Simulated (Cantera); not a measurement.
A closed system holds: 1 mol Al₂O₃, 2.7 mol HCl, at 13.3 mbar.

Method: chemical equilibrium by Gibbs-energy minimisation in Cantera with the NASA 1993 tables (ideal gas, pure condensed phases). Candidate condensed phases: Al, AlCl₃, Al₂O₃, H₂O; 29 gas species. The tables' values for AlCl₂ are old estimates; treat these amounts as uncertain. Condensed phases not in the tables: AlOCl. The numbers say what is thermodynamically allowed, not how fast it happens.

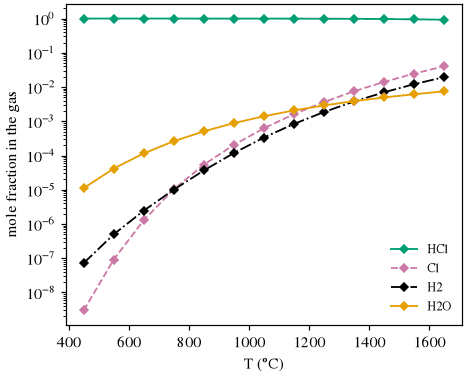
Fig. 1. Equilibrium gas composition (values under 1e-9 drawn at 1e-9)

**Question.** Read off the mole fractions at 750 °C.

**Answer.** HCl about 1.00, H₂O about 0.00026, Cl about 1.0e-5, H₂ about 1.0e-5.
